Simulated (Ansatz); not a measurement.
**Ta₂B₂: single-point calculation**

- system: Ta₂B₂
- method: RKS PBE0-D4/def2-TZVP (Ansatz 0.2.0)

The geometry comes from this level: PBE0-D4/def2-TZVP. Figures and captions count atoms from 1; the log counts them from 0 in places.

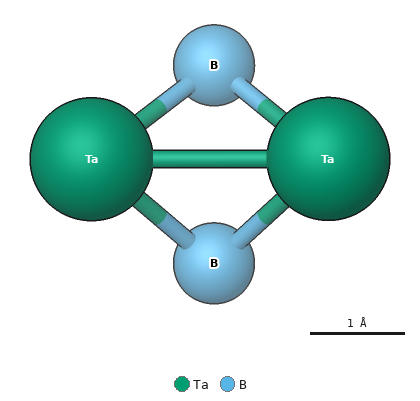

The structure (ball-and-stick view, seen at a tilt). Sticks mark near contacts. Bond lengths as drawn: B–Ta 2.04 Å and Ta–Ta 2.52 Å.

### Input file
```yaml
crystal:
  periodic: [false, false, false]
  atoms:
    - {symbol: Ta, position_ang: [1.050770, 1.712407, -1.469161]}
    - {symbol: Ta, position_ang: [-1.194942, 1.746568, -0.325684]}
    - {symbol: B, position_ang: [0.639717, 2.110770, 0.489112]}
    - {symbol: B, position_ang: [0.177556, 0.237455, -0.362567]}
basis:
  gaussian: {orbitals: def2-TZVP, initial_orbitals: start.molden}
hamiltonian: {xc: pbe0, dispersion: d4}
scf: {omitted_lower_state_checks: [starts]}
output: {forces: true, orbitals: {seedname: orbitals}}
```

Command:
```bash
ansatz run in.yaml --threads 4 --pin off --events-out ev --progress --plain --max-ram 3916MiB
```

### Output
```
Functional definition: PBE0
  name "PBE0"
  cite "Adamo & Barone, J. Chem. Phys. 110, 6158 (1999) doi:10.1063/1.478522"
  cite "Perdew, Burke & Ernzerhof, Phys. Rev. Lett. 77, 3865 (1996) doi:10.1103/PhysRevLett.77.3865"
  parent pbe
  parameter a = 0.25
  parameter kappa = 0.804
  parameter beta = 0.06672455060314922
  exchange = (1 - a)*pbe_x(kappa = kappa, mu = beta*pi^2/3) + a*exact_x
  correlation = pbe_c(beta = beta)
these checks for a lower state are left out or cut short: starts
1154 factors; their error is unknown
mean field evaluation 1: about -4445.4243 eV, gradient 6.3e1 eV
mean field evaluation 2: about -4446.4206 eV, gradient 1.0e0 eV
mean field evaluation 4: about -4446.4345 eV, gradient 1.4e-1 eV
mean field evaluation 8: about -4446.4346 eV, gradient 1.5e-5 eV
mean field -4446.43458887 eV, -163.4034572393 hartree, gradient 1.5e-5 eV, S^2 0.000000; 0 other end points of the search recorded, 0 dependent functions left out
the calculation of the forces begins
reference -4446.43461505 eV, -163.4034582016 hartree; 18, 18 occupied and 124, 124 virtual orbitals, 1154 factors
Total energy: -4446.57711793 eV, -163.4086950858 hartree
Atom 0 at     1.050770     1.712407    -1.469161 Å, force     0.001082     0.000841    -0.002606 eV/Å
Atom 1 at    -1.194942     1.746568    -0.325684 Å, force    -0.002723     0.000899    -0.000669 eV/Å
Atom 2 at     0.639717     2.110770     0.489112 Å, force     0.000870    -0.000831     0.001734 eV/Å
Atom 3 at     0.177556     0.237455    -0.362567 Å, force     0.000771    -0.000909     0.001541 eV/Å
Dipole moment:    -0.372641     0.430511    -0.744703 e Å
Checks for a lower state left out: starts
```

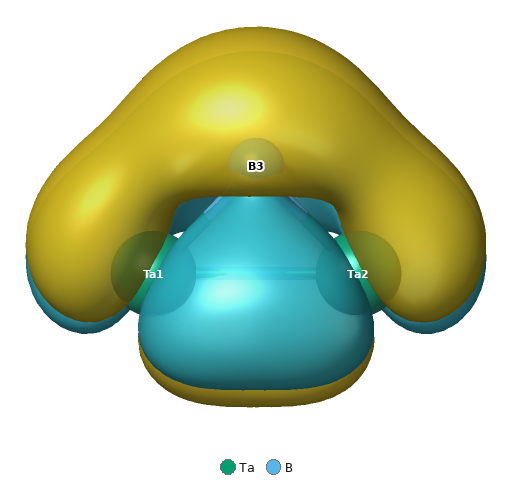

One frontier orbital at ±0.06 Å⁻³ᐟ² (yellow and cyan are the two phases), seen from the side. The HOMO, at −5.10 eV. By Hirshfeld shares it lies mainly on Ta1 (30 %), Ta2 (30 %), B3 (20 %) and B4 (20 %).

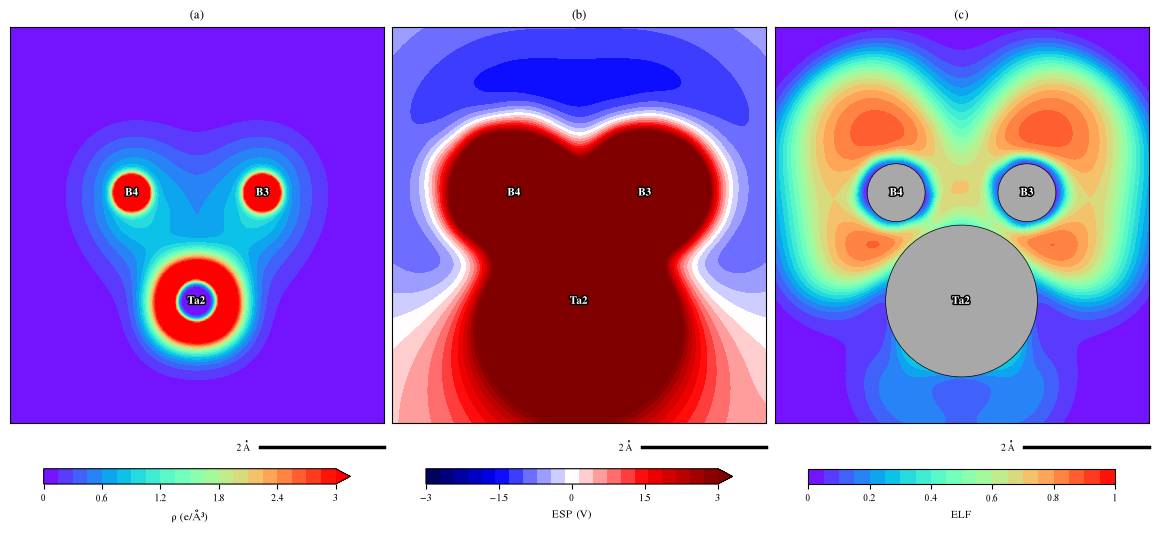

(a) total electron density; (b) electrostatic potential; (c) electron localisation function on the plane of atoms B3, Ta2 and B4. Grey discs, where drawn, cover atomic cores. The section cuts through Ta and B sites. Ta–B (2.04 Å): ρ is about 0.9 e/Å³ halfway; the ELF peaks at about 0.65 in the valence shell of B, 0.7 Å from its nucleus, and is about 0.35 at the midpoint.

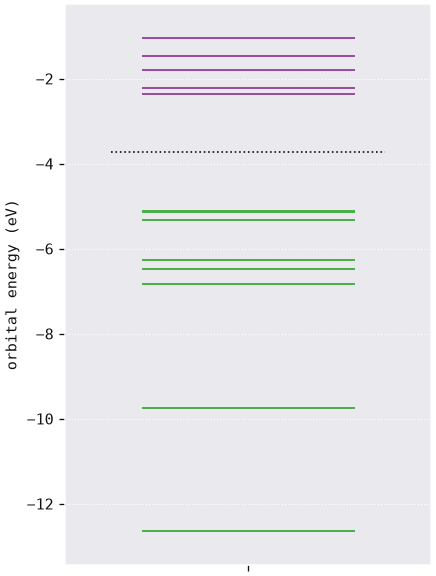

Orbital energies near the frontier; the dotted line parts filled from empty levels, and levels within 0.02 eV of each other stand side by side. Highest filled −5.10 eV, lowest empty −2.37 eV, 2.73 eV apart.

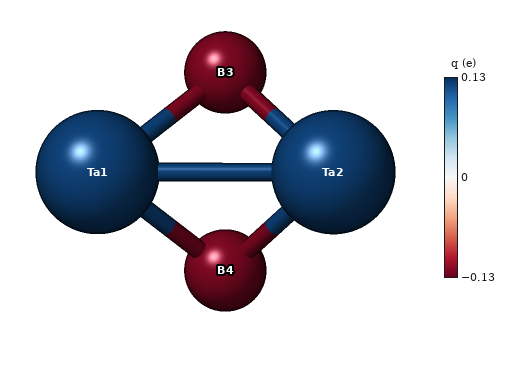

Mulliken charges, as the colour of each atom (ball-and-stick view, seen on its broad side; atoms are numbered from 1 in the order of the input; Mulliken charges depend strongly on the basis). By element: Ta +0.12 and B −0.12 e.

### Results in brief

| quantity | value |
| --- | --- |
| outcome | converged |
| total energy | −4446.5771 eV |
| mean-field energy | −4446.4346 eV |
| dispersion energy | −0.1425 eV |
| SCF solution under orbital rotations | stable |
| HOMO | −5.10 eV |
| LUMO | −2.37 eV |
| largest force (length of the vector) | 0.003 eV/Å |
| dipole moment | 4.50 D |
| hardware | 4 threads of Arm Neoverse V2, 23 GiB of memory available, shared host |
| wall time | 2.4 s (CPU time 9 s) |
| peak memory | 0.32 GiB |
